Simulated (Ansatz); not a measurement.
A series of calculations on Mo16F

## 1. Relaxation

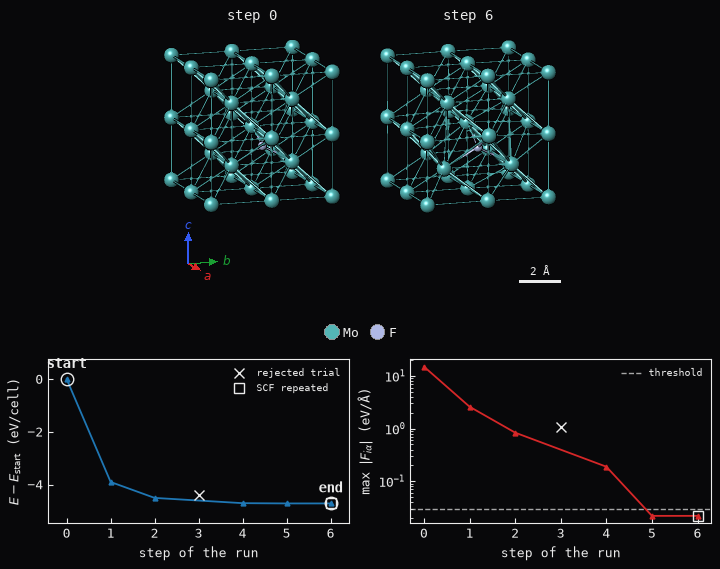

First and last geometry of a relaxation of a defect cell of composition Mo16F, with the history of the run. The picture is a ball-and-stick view of the cell of the calculation (origin shifted), seen slightly off an axis.

It is an interstitial F in bcc Mo. The run prepares an end point of a later path (interstitial hop) calculation, from a guessed geometry.

The calculation used DFT PBE-D3(BJ), scalar-relativistic, plane waves, PAW in Ansatz.

The input:
```yaml
crystal:
  lattice:
    - [6.3, 0.0, 0.0]
    - [0.0, 6.3, 0.0]
    - [0.0, 0.0, 6.3]
  atoms:
    - { symbol: Mo, position: [0.0, 0.0, 0.0] }
    - { symbol: Mo, position: [0.5, 0.0, 0.0] }
    - { symbol: Mo, position: [0.0, 0.5, 0.0] }
    - { symbol: Mo, position: [0.0, 0.0, 0.5] }
    - { symbol: Mo, position: [0.25, 0.25, 0.25] }
    - { symbol: Mo, position: [0.5, 0.5, 0.0] }
    - { symbol: Mo, position: [0.5, 0.0, 0.5] }
    - { symbol: Mo, position: [0.75, 0.25, 0.25] }
    - { symbol: Mo, position: [0.0, 0.5, 0.5] }
    - { symbol: Mo, position: [0.25, 0.75, 0.25] }
    - { symbol: Mo, position: [0.25, 0.25, 0.75] }
    - { symbol: Mo, position: [0.5, 0.5, 0.5] }
    - { symbol: Mo, position: [0.75, 0.75, 0.25] }
    - { symbol: Mo, position: [0.75, 0.25, 0.75] }
    - { symbol: Mo, position: [0.25, 0.75, 0.75] }
    - { symbol: Mo, position: [0.75, 0.75, 0.75] }
    - { symbol: F, position: [0.7381314, 0.5064298, 0.3867349] }
basis:
  ecutwfc: 420.0
kpoints:
  mp_grid: { grid: [3, 3, 3] }
hamiltonian:
  xc: pbe
  dispersion: d3bj
scf:
  occupations: { method: fermi_dirac, width: 0.1 }
  lower_state_search: "off"
relax:
  f_tol: 0.03
  max_steps: 60
  adjacent_minimum: "off"
```

Run as
```bash
ansatz run input.yaml --threads 4 --pin off --max-ram 10240MiB --backend cpu --events-out ev --progress --plain --runs-dir out
```

### Did the run converge, and what did it change?

It converged. The atom that moves furthest is Mo12 (0.25 Å along [−1 0 1]). Largest moves by element: Mo 0.25 Å, F 0.11 Å. The cell stays as it was. Near-neighbour distances that change, for instance: Mo12–Mo13 2.728 → 3.130 Å, Mo8–Mo13 3.150 → 3.527 Å, Mo8–Mo13 (another image) 3.150 → 2.773 Å, Mo12–F17 1.662 → 2.002 Å. Among the angles between lasting bonds that change: Mo9–F17–Mo12 131.1° → 123.5°, Mo8–F17–Mo9 97.4° → 103.0°, Mo9–F17–Mo13 100.1° → 103.0°. The energy falls by 4.718 eV per cell of the calculation in 4 accepted moves (6 points after the start). The largest force component goes from 15 to 0.022 eV/Å. The line search rejected the trial step at point 3 of the run. 1 step only repeated the SCF at the same geometry.

Limits of the set-up: the cell has an odd number of electrons but was run without spin polarisation; the periodic images lie only 6.3 Å apart, so the values are limited by the cell's size.

## 2. Relaxation

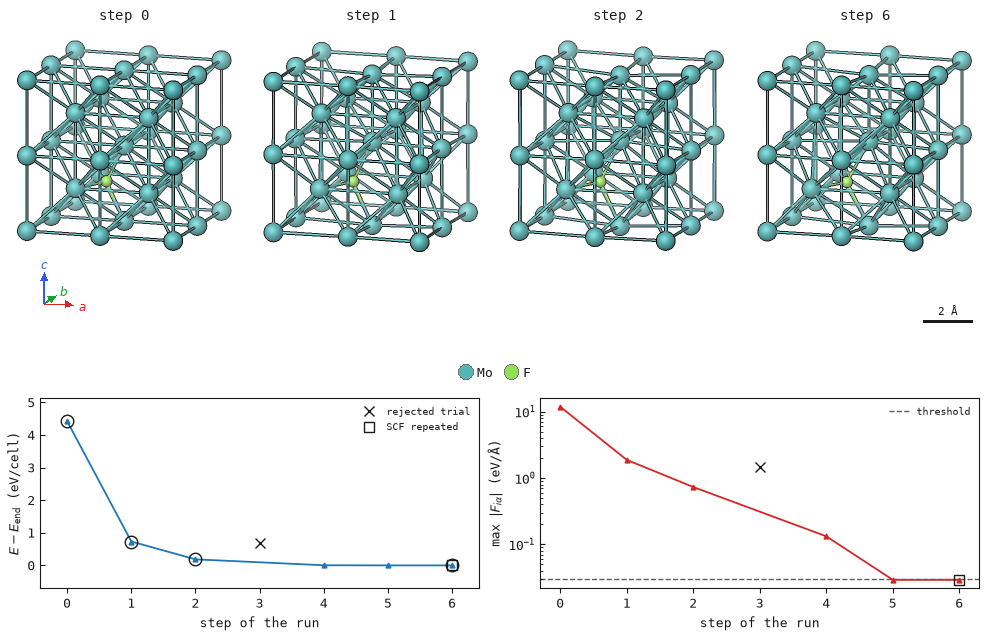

Frames of a relaxation of a defect cell of composition Mo16F, marked on the history of the run. A ball-and-stick model of the cell of the calculation, reduced to other axes (origin shifted), seen slightly off an axis. Lengths and directions refer to the drawn axes.

It is an interstitial F in bcc Mo. The run prepares an end point of a later path (interstitial hop) calculation, from a guessed geometry.

Theory: Ansatz 0.2.0, DFT PBE-D3(BJ), scalar-relativistic, plane waves, PAW.

The input:
```yaml
crystal:
  lattice:
    - [6.3, 0.0, 0.0]
    - [0.0, 6.3, 0.0]
    - [0.0, 0.0, 6.3]
  atoms:
    - { symbol: Mo, position: [0.0, 0.0, 0.0] }
    - { symbol: Mo, position: [0.5, 0.0, 0.0] }
    - { symbol: Mo, position: [0.0, 0.5, 0.0] }
    - { symbol: Mo, position: [0.0, 0.0, 0.5] }
    - { symbol: Mo, position: [0.25, 0.25, 0.25] }
    - { symbol: Mo, position: [0.5, 0.5, 0.0] }
    - { symbol: Mo, position: [0.5, 0.0, 0.5] }
    - { symbol: Mo, position: [0.75, 0.25, 0.25] }
    - { symbol: Mo, position: [0.0, 0.5, 0.5] }
    - { symbol: Mo, position: [0.25, 0.75, 0.25] }
    - { symbol: Mo, position: [0.25, 0.25, 0.75] }
    - { symbol: Mo, position: [0.5, 0.5, 0.5] }
    - { symbol: Mo, position: [0.75, 0.75, 0.25] }
    - { symbol: Mo, position: [0.75, 0.25, 0.75] }
    - { symbol: Mo, position: [0.25, 0.75, 0.75] }
    - { symbol: Mo, position: [0.75, 0.75, 0.75] }
    - { symbol: F, position: [0.75108759, 0.62971113, 0.50609217] }
basis:
  ecutwfc: 420.0
kpoints:
  mp_grid: { grid: [3, 3, 3] }
hamiltonian:
  xc: pbe
  dispersion: d3bj
scf:
  occupations: { method: fermi_dirac, width: 0.1 }
  lower_state_search: "off"
relax:
  f_tol: 0.03
  max_steps: 60
  adjacent_minimum: "off"
output:
  write_density: true
  write_potential: true
  elf: true
  volumetric_format: npy
```

Launched with:
```bash
ansatz run input.yaml --threads 4 --pin off --max-ram 10240MiB --backend cpu --events-out ev --progress --plain --runs-dir out
```

### What happens along the run?

The largest moves, 0.25 Å, are those of Mo13 and Mo16. Mo16 goes along [1 0 1]. By element the largest moves are Mo 0.25 Å, F 0.05 Å. The cell doesn't change. Near-neighbour distances that change, for instance: Mo12–Mo13 2.728 → 3.134 Å, Mo13–Mo16 3.150 → 2.770 Å, Mo16–F17 1.713 → 2.003 Å, Mo9–F17 1.769 → 2.003 Å. Among the angles between lasting bonds that change: Mo13–F17–Mo16 128.6° → 123.6°, Mo9–F17–Mo13 100.4° → 102.9°. The energy falls by 4.425 eV per cell of the calculation in 4 accepted moves (6 points after the start). Largest force component: 12 eV/Å at the start, 0.029 eV/Å at the end. The line search rejected the trial step at point 3 of the run. 1 step only repeated the SCF at the same geometry. Cost: 70 s on 4 threads of AMD EPYC 7R13 Processor (Zen 3) (shared host), peak memory 1.3 GiB. From step 0 to 1: Mo atoms move most (0.19 Å), energy −3.692 eV per cell of the calculation. From step 1 to 2: Mo atoms move most (0.14 Å), energy −0.547 eV per cell of the calculation. From step 2 to 6: Mo13 moves most (0.08 Å), energy −0.186 eV per cell of the calculation.

Limits of the set-up: the cell has an odd number of electrons but was run without spin polarisation; the periodic images lie only 6.3 Å apart, so the values are limited by the cell's size.

## 3. Path

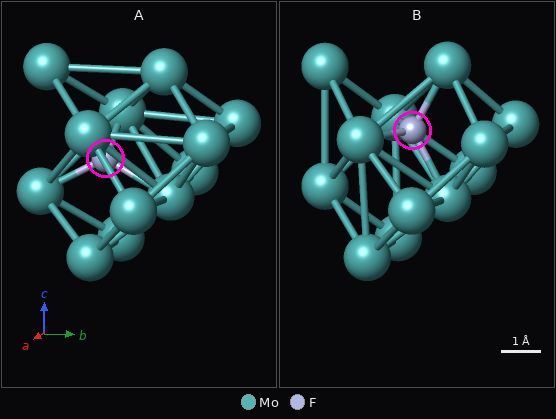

The two relaxed end points of a path for Mo with an interstitial F (17 atoms in the cell). The picture is a ball-and-stick view of the atoms within 3.6 Å of the middle of the path, seen slightly off an axis. The moving atom is ringed, with any periodic copies. Bonds to atoms that aren't drawn are left out.

The calculation used DFT PBE-D3(BJ), scalar-relativistic, plane waves, PAW (Ansatz 0.2.0).

Input
```yaml
crystal:
  lattice:
    - [6.3, 0.0, 0.0]
    - [0.0, 6.3, 0.0]
    - [0.0, 0.0, 6.3]
  atoms:
    - { symbol: Mo, position: [0.00362695, 0.00037558, -0.00371913] }
    - { symbol: Mo, position: [0.49488731, 0.00037593, -0.00377403] }
    - { symbol: Mo, position: [0.00147013, 0.50040007, -0.00032837] }
    - { symbol: Mo, position: [0.0006439, 0.00044064, 0.50380423] }
    - { symbol: Mo, position: [0.24920583, 0.24904326, 0.24758803] }
    - { symbol: Mo, position: [0.49713557, 0.5003873, -0.00026415] }
    - { symbol: Mo, position: [0.49794099, 0.00044233, 0.50377431] }
    - { symbol: Mo, position: [0.74921664, 0.22033671, 0.22530335] }
    - { symbol: Mo, position: [0.02940887, 0.50042734, 0.52611573] }
    - { symbol: Mo, position: [0.24919649, 0.75171358, 0.24760447] }
    - { symbol: Mo, position: [0.24930528, 0.24604372, 0.75510671] }
    - { symbol: Mo, position: [0.46948291, 0.50045182, 0.52590156] }
    - { symbol: Mo, position: [0.74920668, 0.78023772, 0.22548425] }
    - { symbol: Mo, position: [0.74928077, 0.24822817, 0.75166306] }
    - { symbol: Mo, position: [0.24930731, 0.75477518, 0.75514919] }
    - { symbol: Mo, position: [0.74928034, 0.75253432, 0.75164855] }
    - { symbol: F, position: [0.74953542, 0.50021613, 0.37567714] }
basis:
  ecutwfc: 420.0
kpoints:
  mp_grid: { grid: [3, 3, 3] }
hamiltonian:
  xc: pbe
  dispersion: d3bj
scf:
  occupations: { method: fermi_dirac, width: 0.1 }
  lower_state_search: "off"
neb:
  images: 5
  f_tol: 0.03
  initial_path: idpp
  max_iterations: 38
  optimiser: lbfgs
  spring: 2.0
  final_atoms:
    - { symbol: Mo, position: [0.00449397, 0.00455689, 0.00035718] }
    - { symbol: Mo, position: [0.49563623, 0.00455536, 0.00035713] }
    - { symbol: Mo, position: [0.00145508, 0.49728825, 0.00036617] }
    - { symbol: Mo, position: [0.0021538, 0.00134637, 0.50036026] }
    - { symbol: Mo, position: [0.25006431, 0.24600064, 0.24594429] }
    - { symbol: Mo, position: [0.49867455, 0.49728805, 0.00036528] }
    - { symbol: Mo, position: [0.49797699, 0.00134257, 0.50035887] }
    - { symbol: Mo, position: [0.7500632, 0.24921463, 0.2482729] }
    - { symbol: Mo, position: [0.03021701, 0.47498951, 0.50038404] }
    - { symbol: Mo, position: [0.25006451, 0.75326375, 0.24898293] }
    - { symbol: Mo, position: [0.25006453, 0.2459902, 0.75479275] }
    - { symbol: Mo, position: [0.46990345, 0.474985, 0.50038563] }
    - { symbol: Mo, position: [0.75006743, 0.77561048, 0.22016989] }
    - { symbol: Mo, position: [0.75006452, 0.24920701, 0.75246668] }
    - { symbol: Mo, position: [0.25006522, 0.75326777, 0.75175501] }
    - { symbol: Mo, position: [0.75006533, 0.77552062, 0.78048036] }
    - { symbol: F, position: [0.75005747, 0.62528402, 0.5002928] }
  order_check: true
```

Run as
```bash
ansatz run input.yaml --threads 4 --pin off --max-ram 10240MiB --backend cpu --events-out ev --progress --plain --runs-dir out
```

Q: What barrier does the band find between them, and by what path?

A: The barrier is about 0.38 eV in both directions, with image 3 at the top; the ends have the same energy. The F atom travels furthest, 1.11 Å from end to end, along [0 1 1], on a straight line. At the highest image its nearest neighbour (Mo) is 1.97 Å away, against 2.00 Å at the start, and the surrounding atoms stand up to 0.13 Å off the mean of their end positions. The band converged in 13 iterations, with a climbing image at the top.

Energies of the converged images:

```json
{"image": "0", "path (Å)": "0.00", "E (eV)": "0.000"}
{"image": "1", "path (Å)": "0.23", "E (eV)": "0.074"}
{"image": "2", "path (Å)": "0.45", "E (eV)": "0.255"}
{"image": "3", "path (Å)": "0.67", "E (eV)": "0.375"}
{"image": "4", "path (Å)": "0.88", "E (eV)": "0.255"}
{"image": "5", "path (Å)": "1.10", "E (eV)": "0.075"}
{"image": "6", "path (Å)": "1.33", "E (eV)": "0.000"}
```

The geometry at the top of the path:

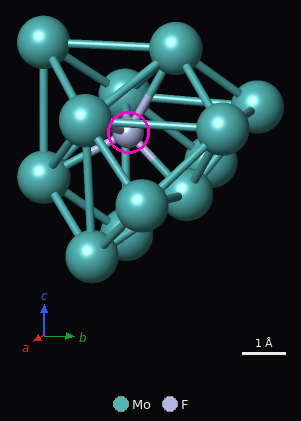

Limits of the set-up: the cell has an odd number of electrons but was run without spin polarisation; the periodic images lie only 6.3 Å apart, so the values are limited by the cell's size.
